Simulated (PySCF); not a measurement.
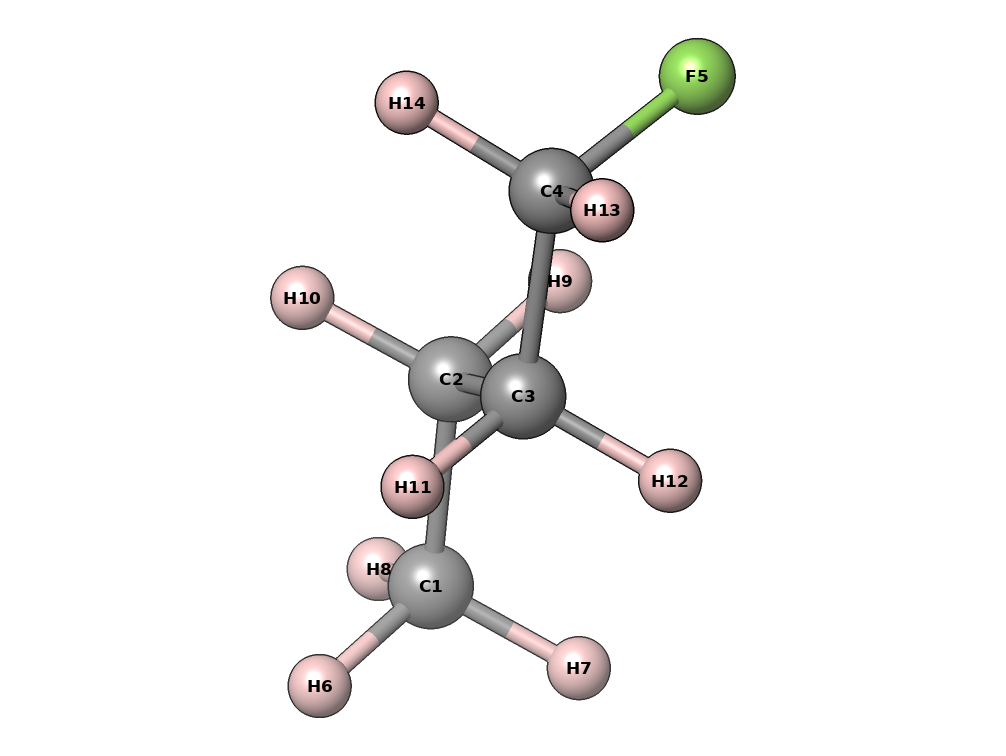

C2 lies behind C3. The molecule seen a little off the C3–C2 bond, C3 in front. Depth is shown by fading: the farther an atom, the more it takes the colour of the background. The computed structure is the end point of a PBE0-D3(BJ)/def2-SVP optimisation. No frequency run is at hand to confirm it as a minimum.

### What is the torsion angle C4–C3–C2–C1? The sign is positive where the front bond must turn clockwise to cover the back bond.

178°, antiperiplanar (anti). The bonds about C3–C2 are staggered.
